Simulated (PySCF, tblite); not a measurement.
# C₁₄H₁₂BN: electronic excitations, NMR shifts, part 2 of 2

tblite 0.8.0 and PySCF 2.14.0. Atoms count from 0. The steps go on from the part before.

### Step 5. NMR shifts: GIAO PBE0/pcSseg-1

The job: settings as JSON, then the geometry in Å.

```
{"job": {"kind": "nmr", "basis": "pcSseg-1", "pop": false, "xc": "PBE0"}, "charge": 0, "multiplicity": 1}
B     -3.644594     0.297160     0.738140
C     -3.345348    -0.537790    -0.533279
C     -2.193635    -1.150564    -0.829518
C     -0.983154    -1.110110    -0.008635
C     -0.307383    -2.244030     0.264315
C      0.898113    -2.360378     1.033282
C      1.878390    -1.447495     1.138888
C      1.959931    -0.185966     0.430870
C      3.232639     0.285362     0.092567
C      3.404686     1.440362    -0.641093
C      2.295680     2.164855    -1.050094
C      1.030977     1.732494    -0.697033
C      0.843523     0.574060     0.052541
C     -0.536500     0.212636     0.440491
C     -1.298399     1.122174     1.064701
N     -2.640082     1.002466     1.402934
H     -4.740561     0.395284     1.147964
H     -4.164440    -0.697290    -1.227938
H     -2.113317    -1.769390    -1.719568
H     -0.743037    -3.179881    -0.066087
H      1.044380    -3.318778     1.516490
H      2.766359    -1.713273     1.699171
H      4.095969    -0.289193     0.398899
H      4.399372     1.774428    -0.899047
H      2.417700     3.068308    -1.630050
H      0.162155     2.298384    -1.003941
H     -0.834541     2.050476     1.381543
H     -2.897421     1.602103     2.174948
```

With the program's defaults for keys left out, this is: GIAO PBE0/pcSseg-1 NMR shielding, non-relativistic, gas phase.

What it wrote:

```text
start: PBE on a coarse grid of 23475 points
cycle   1  E = -619.1529692628  dE =  2.481e+00  |g| = 7.392e-01  |ddm| = 5.695e+00
cycle   2  E = -619.0251229099  dE =  1.278e-01  |g| = 1.007e+00  |ddm| = 2.233e+00
cycle   3  E = -619.3008763009  dE = -2.758e-01  |g| = 2.086e-01  |ddm| = 1.547e+00
cycle   4  E = -619.3107428088  dE = -9.867e-03  |g| = 8.070e-02  |ddm| = 2.687e-01
cycle   5  E = -619.3121729434  dE = -1.430e-03  |g| = 2.881e-02  |ddm| = 9.925e-02
cycle   6  E = -619.3123193070  dE = -1.464e-04  |g| = 1.547e-02  |ddm| = 4.491e-02
cycle   7  E = -619.3123792496  dE = -5.994e-05  |g| = 5.962e-03  |ddm| = 2.212e-02
final grid: 219150 points
cycle   8  E = -619.4885441151  dE = -9.497e-03  |g| = 4.321e-02  |ddm| = 5.357e-01
cycle   9  E = -619.4884062251  dE =  1.379e-04  |g| = 4.785e-02  |ddm| = 1.062e-01
cycle  10  E = -619.4889626909  dE = -5.565e-04  |g| = 1.897e-02  |ddm| = 8.349e-02
cycle  11  E = -619.4890573881  dE = -9.470e-05  |g| = 3.566e-03  |ddm| = 2.258e-02
cycle  12  E = -619.4890596244  dE = -2.236e-06  |g| = 1.080e-03  |ddm| = 4.838e-03
cycle  13  E = -619.4890610491  dE = -1.425e-06  |g| = 6.469e-04  |ddm| = 2.054e-03
cycle  14  E = -619.4890622387  dE = -1.190e-06  |g| = 1.154e-04  |ddm| = 9.601e-04
cycle  15  E = -619.4890625595  dE = -3.208e-07  |g| = 6.749e-05  |ddm| = 2.292e-04
converged SCF energy = -619.4890625595

GIAO shielding tensors (ppm)
atom      isotropic    diamagn.    paramagn.     s11        s22        s33       span
  0 B       64.840     193.824    -128.983     25.908     47.939    120.674     94.765
  1 C       43.198     256.396    -213.197    -77.625     38.198    169.022    246.647
  2 C       28.685     253.100    -224.415    -71.282     19.560    137.777    209.059
  3 C       38.076     257.769    -219.693    -45.016     16.309    142.935    187.951
  4 C       53.951     252.021    -198.070    -35.205     48.453    148.604    183.810
  5 C       50.573     255.747    -205.174    -64.265     57.194    158.790    223.055
  6 C       46.381     252.759    -206.378    -60.372     54.914    144.600    204.972
  7 C       43.458     254.216    -210.758    -45.620      5.669    170.324    215.943
  8 C       52.992     249.052    -196.060    -47.098     42.192    163.881    210.979
  9 C       54.351     254.562    -200.210    -57.024     42.122    177.956    234.980
 10 C       50.650     254.663    -204.013    -69.373     42.707    178.615    247.988
 11 C       52.014     249.959    -197.945    -47.557     47.881    155.719    203.276
 12 C       43.538     256.642    -213.105    -57.310     30.939    156.984    214.294
 13 C       51.054     258.424    -207.370    -27.029     47.275    132.916    159.945
 14 C       49.459     252.062    -202.603    -28.974     49.891    127.461    156.435
 15 N      100.971     319.440    -218.468    -33.617    130.696    205.836    239.453
 16 H       26.568      27.959      -1.391     24.946     26.615     28.142      3.196
 17 H       25.112      28.402      -3.289     22.576     25.071     27.689      5.113
 18 H       24.629      31.464      -6.835     21.763     24.715     27.408      5.646
 19 H       25.857      32.330      -6.472     22.798     25.363     29.411      6.613
 20 H       25.014      29.129      -4.115     21.979     25.544     27.519      5.540
 21 H       24.618      31.424      -6.807     21.085     24.648     28.119      7.033
 22 H       24.314      31.481      -7.167     20.310     24.184     28.450      8.140
 23 H       24.107      28.469      -4.362     20.756     24.969     26.595      5.839
 24 H       24.004      30.225      -6.221     20.555     24.249     27.207      6.652
 25 H       24.449      34.824     -10.375     20.139     23.506     29.703      9.564
 26 H       25.969      34.490      -8.521     22.097     24.556     31.255      9.158
 27 H       25.162      28.064      -2.902     20.145     25.776     29.565      9.420
```

It took 80 s on 1 thread of Arm Neoverse N1, shared host; peak memory 0.74 GiB.

The references, computed at this level on geometries of the same kind, shield at (ppm): 1H TMS 31.72, 13C TMS 186.9, 15N NH3 267.7, 11B BF3·OEt2 100.1. Their shielding less the atom's gives the shift. The references are single molecules in the gas phase, so shifts against H2O, NH3, PH3, H3PO4 or CFCl3 are not on the usual liquid scales and can be off by tens of ppm.

```csv
atoms,environment,σ (ppm),δ (ppm),δ scaled to CDCl3
C2,alkene CH,28.7,158.2,152.5
C3,fully substituted alkene carbon,38.1,148.8,143.4
C1,alkene CH,43.2,143.7,138.4
C7,substituted aromatic carbon,43.5,143.5,138.1
C12,substituted aromatic carbon,43.5,143.4,138.0
C6,alkene CH,46.4,140.5,135.3
C14,alkene carbon bearing nitrogen,49.5,137.5,132.3
C5,alkene CH,50.6,136.4,131.2
C10,aromatic CH,50.6,136.3,131.1
C13,β carbon of an enol-ether or enamine type C=C,51.1,135.9,130.7
C11,aromatic CH,52.0,134.9,129.8
C8,aromatic CH,53.0,133.9,128.8
C4,alkene CH,54.0,133.0,127.9
C9,aromatic CH,54.4,132.6,127.5
H24,hydrogen on an aromatic CH,24.00,7.71,7.38
H23,hydrogen on an aromatic CH,24.11,7.61,7.28
H22,hydrogen on an aromatic CH,24.31,7.40,7.08
H25,hydrogen on an aromatic CH,24.45,7.27,6.96
H21,hydrogen on an alkene CH,24.62,7.10,6.80
H18,hydrogen on an alkene CH,24.63,7.09,6.79
H20,hydrogen on an alkene CH,25.01,6.70,6.42
H17,hydrogen on an alkene CH,25.11,6.60,6.33
H27,hydrogen on an enamine nitrogen,25.16,6.55,–
H19,hydrogen on an alkene CH,25.86,5.86,5.63
H26,hydrogen on an alkene carbon bearing nitrogen,25.97,5.75,5.52
H16,"hydrogen on a boron bonded to C, N, in a 7-membered ring",26.57,5.15,–
B0,"boron bonded to C, N, H, in a 7-membered ring",64.8,35.2,–
N15,enamine nitrogen,101.0,166.8,–
```

The scaled column applies a straight-line fit of computed shieldings to shifts measured in CDCl3 (root-mean-square error 0.16 ppm for H, 1.9 ppm for C).

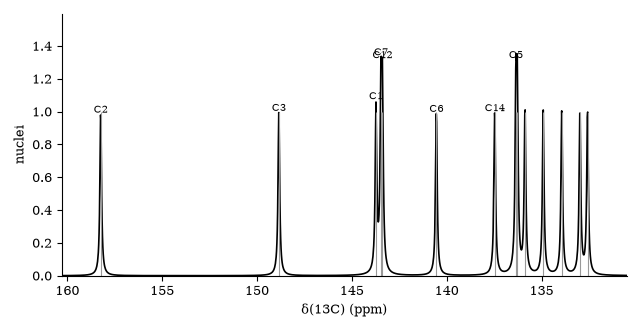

13C lines at the computed shifts, without couplings. Lines are broadened to a width of 0.10 ppm (Lorentzian).

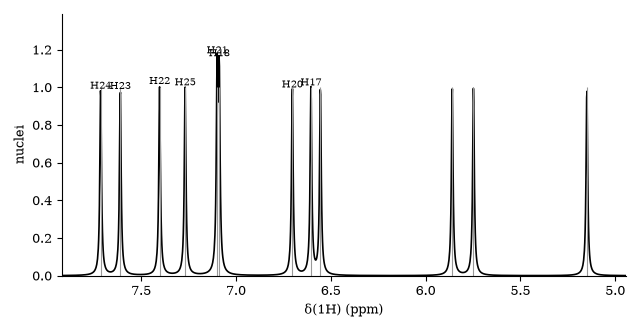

1H lines at the computed shifts, without couplings. Lines are broadened to a width of 0.01 ppm (Lorentzian).

Ring of atoms B0, C1, C2, C3, C13, C14, N15: NICS(0) 2.5, NICS(1) -0.9, NICS(1)zz 2.6 ppm (means of both faces).

Ring of atoms C3, C4, C5, C6, C7, C12, C13: NICS(0) 1.9, NICS(1) -2.0, NICS(1)zz 2.8 ppm (means of both faces).

Ring of atoms C7, C8, C9, C10, C11, C12: NICS(0) -8.3, NICS(1) -10.9, NICS(1)zz -27.2 ppm (means of both faces).

### Step 6. Summary of results

This closing draws on all 2 parts.

```
                                   quantity                                                                                                 value
  strongest single infrared mode (GFN2-xTB)                                                                                 2604 cm⁻¹, 283 km/mol
               zero-point energy (GFN2-xTB)                                                                                        136.0 kcal/mol
               lowest singlet (PBE0/6-31G*)                                                                           3.15 eV (394 nm), f = 0.029
   brightest single state of those computed                                                                           state 4, 4.55 eV, f = 0.265
                             lowest triplet                                                                                               2.35 eV
          vertical ionisation energy (ΔSCF)                                                                                               6.87 eV
      surface potential, 1st and 99th percentile                                                                                    -0.83 V and 1.78 V
     13C shifts against TMS (PBE0/pcSseg-1)  158.2, 148.8, 143.7, 143.5, 143.4, 140.5, 137.5, 136.4, 136.3, 135.9, 134.9, 133.9, 133.0, 132.6 ppm
      1H shifts against TMS (PBE0/pcSseg-1)                            7.71, 7.61, 7.40, 7.27, 7.10, 7.09, 6.70, 6.60, 6.55, 5.86, 5.75, 5.15 ppm
11B shifts against BF3·OEt2 (PBE0/pcSseg-1)                                                                                              35.2 ppm
     15N shifts against NH3 (PBE0/pcSseg-1)                                                                                             166.8 ppm
```

**Reading.** No mode is imaginary among the 78: a minimum at this level. The strongest single mode, at 2604 cm⁻¹, moves mainly H16. Unscaled tight-binding wavenumbers are off by several per cent, some by more. Its intensities can rank the bands wrongly. The lowest singlet, at 3.15 eV, is HOMO→LUMO 0.94 and is weak; of the 8 states computed, the strongest absorption comes from states 6 to 7 together at 5.17 eV. The lowest triplet lies 0.79 eV below the lowest singlet (triplets in Tamm-Dancoff, singlets in full TDDFT). The orbital energy would give 5.39 eV for ionisation, ΔSCF gives 6.87 eV. At PBE0/6-31G*, counted by nearest atom on the grid, the HOMO lies on 5 C atoms about 10 % each; C5 7 %, the LUMO on C1, C3, C6 about 11 % each; C2, C5 about 9 % each. NICS(1)zz of -27 ppm above the planar ring from C7 marks a diatropic (aromatic) ring current.
